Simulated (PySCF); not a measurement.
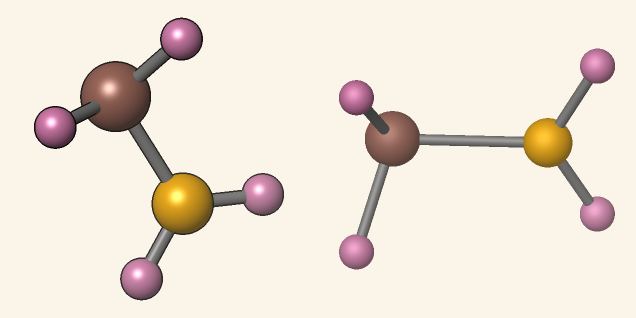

Both panels show the same species. Colours: boron orange, phosphorus brown, hydrogen pink.

Description:

It has 6 atoms: 1 boron, 4 hydrogen and 1 phosphorus (BH₄P). SMILES: `BP`. It has no ring. Among its groups: B–H bond. This geometry has Cs symmetry. Coordination: 1 B trigonal planar; 1 P trigonal pyramidal.

More results for the same structure follow; atom numbers are the same in all pictures, views and colours differ. The geometry was computed by an optimisation with PBE0-D3(BJ)/def2-SVP. No frequency run is at hand to confirm it as a minimum.

**Geometry**

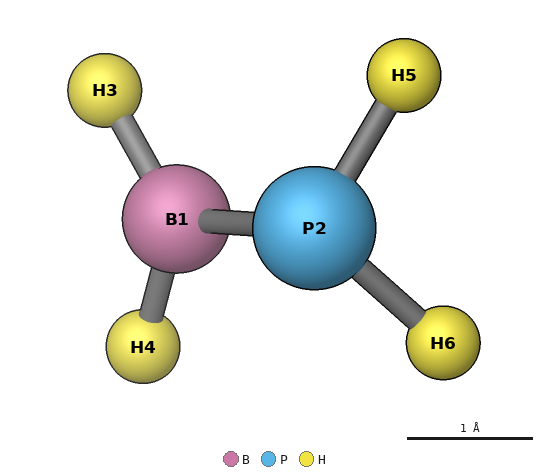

Numbered structure. No frequency run is at hand to confirm it as a minimum.

List the bonds and their lengths.

```
 bond  length (Å)   order
B1–P2       1.856  single
B1–H3       1.206  single
B1–H4       1.206  single
P2–H5       1.417  single
P2–H6       1.417  single
```

**Dipole moment**

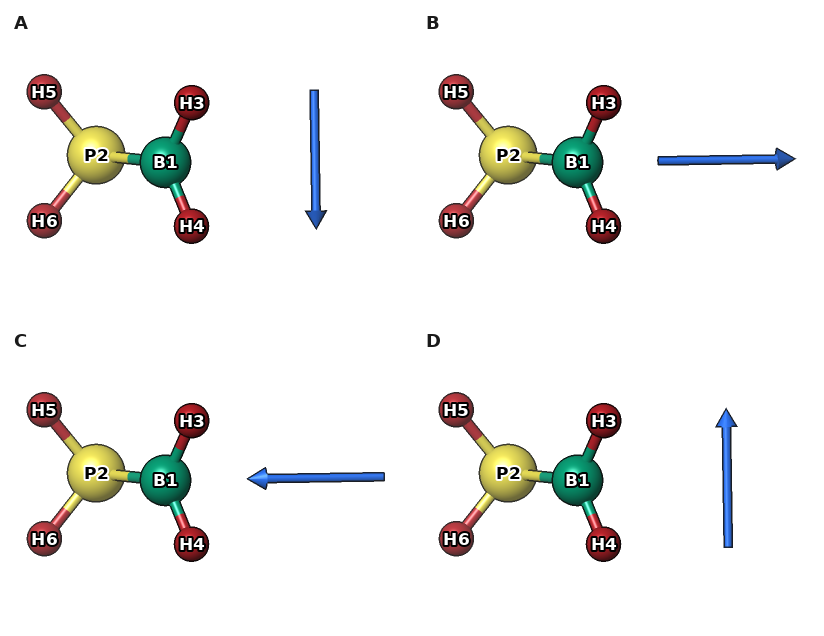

The same molecule four times, each with an arrow. No frequency run is at hand to confirm it as a minimum. Method: PBE0/cc-pVDZ, gas phase (PySCF 2.14.0).

Which arrow points along the dipole moment, from the negative to the positive end?

C. The dipole moment is 0.88 D; it points from the side of H3, H4 to the side of H5, H6 (the outermost atoms at the two ends).

**Core levels**

No frequency run is at hand to confirm it as a minimum. Level of theory: delta-SCF UKS SCAN, pcX-2 on the ionised atom, pcseg-1 elsewhere, spin-free X2C (PySCF 2.14.0).

Give the core-electron binding energies (to vacuum; p and d levels without spin–orbit splitting) of B1 1s, P2 1s, P2 2p.

```csv
atom,level,binding energy (eV)
B1,1s,195.8
P2,1s,2150.2
P2,2p,137.0
```

**NMR shielding**

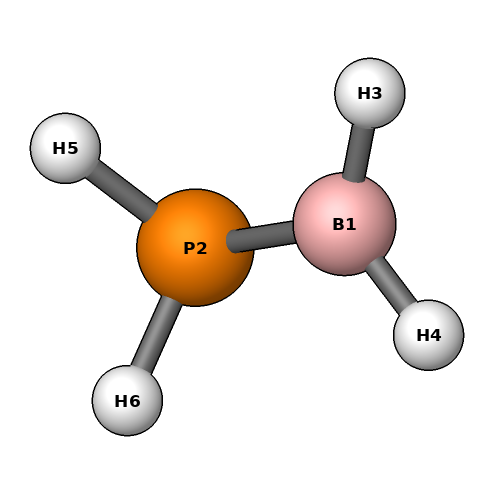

No frequency run is at hand to confirm it as a minimum. Method: GIAO PBE0/def2-TZVP NMR shielding, non-relativistic, gas phase (PySCF 2.14.0). Principal shieldings σ11 ≤ σ22 ≤ σ33, span Ω = σ33 − σ11, skew κ = 3(σiso − σ22)/Ω.

Give the shielding tensors of the B atoms.

```
atom    σ11   σ22    σ33  σiso      Ω     κ
  B1  −91.4  −5.5  145.2  16.1  236.6  0.27
```

Shieldings and span in ppm.
